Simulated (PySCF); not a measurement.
**SiAg (doublet): density, localisation and related maps**

```xyz
2

Si    0.0000    0.0000   -1.8974
Ag    0.0000    0.0000    0.4966
```

Computed with PBE0/x2c-TZVPPall, spin-free X2C-1e, Gaussian nucleus, at a bond length of 2.394 Å in PySCF 2.14.0.

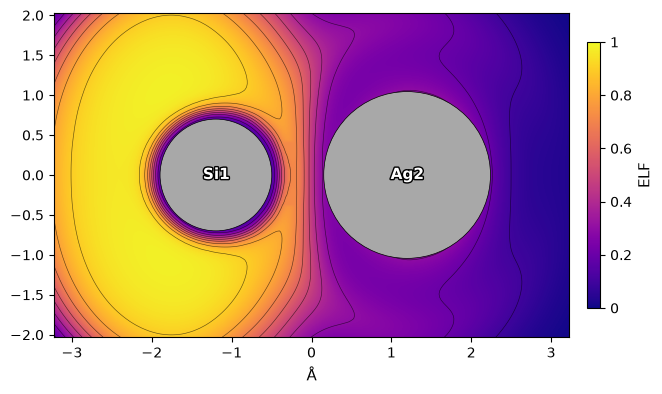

Figure 1. Electron localisation function on a plane that holds the molecular axis. Grey discs cover the atomic cores.

Q: Read the bonding off the picture.

A: The plane passes through Si and Ag nuclei. Si–Ag (2.39 Å): the ELF peaks at about 0.70 in the valence shell of Si, 1.0 Å from its nucleus, and is about 0.45 at the midpoint.

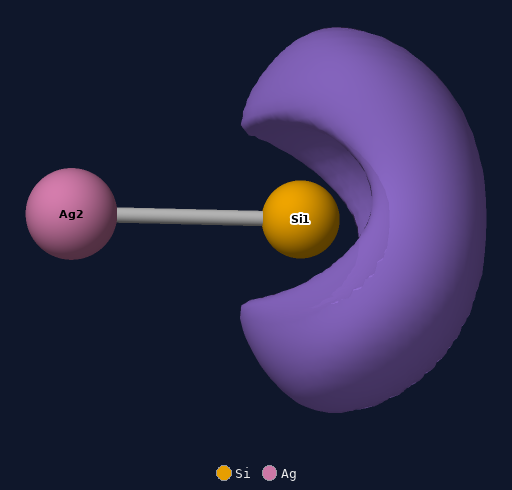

Figure 2. Isosurface of the ELF at 0.85 (purple), seen from one side. Only the valence region is drawn (cores and ρ < 0.01 e/Å³ removed).

Q: Describe the localisation domains.

A: The surface consists of one lobe on Si, pointing away from the bonds (non-bonding electrons).
